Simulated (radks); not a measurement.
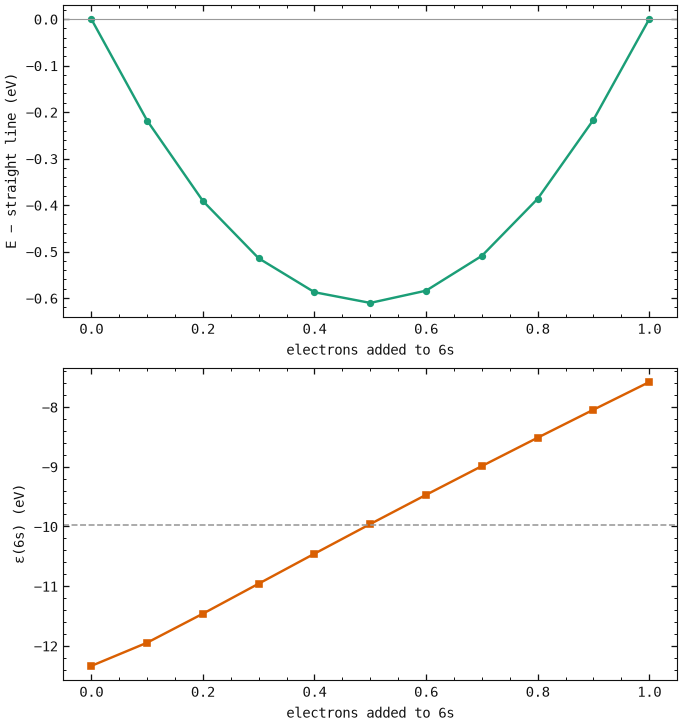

The occupation of the 6s shell is varied from Ba²⁺ ([Xe]) to Ba⁺ ([Xe] 6s1), with spherical fractional occupations. The plot shows the total energy less the straight line between the end points, and the eigenvalue of 6s (the dashed line is minus the energy to take the whole electron out). The values are computed.

> Was this Hartree-Fock or a semilocal functional, and how does the plot tell?

It was a semilocal functional (LDA, GGA or meta-GGA): Dirac Kohn-Sham, PBE, spin-unpolarised, spherical densities, finite nucleus, computed with the in-house radial solver radks. The curve is convex (below the straight line), with the largest deviation among the points computed, −0.61 eV, at 0.5. The end points differ by 9.98 eV, the energy to take the electron out. The eigenvalue, which is the slope of the energy (Janak's theorem), moves from −12.3 eV at 0 to −7.58 eV at 1; for a straight line it would stay constant, and a parabola would sag by an eighth of this change, scaled to a whole electron, 0.59 eV. Convexity is the delocalisation error: fractional charges are too low in energy. For an s shell Hartree-Fock would as a rule bend the other way.
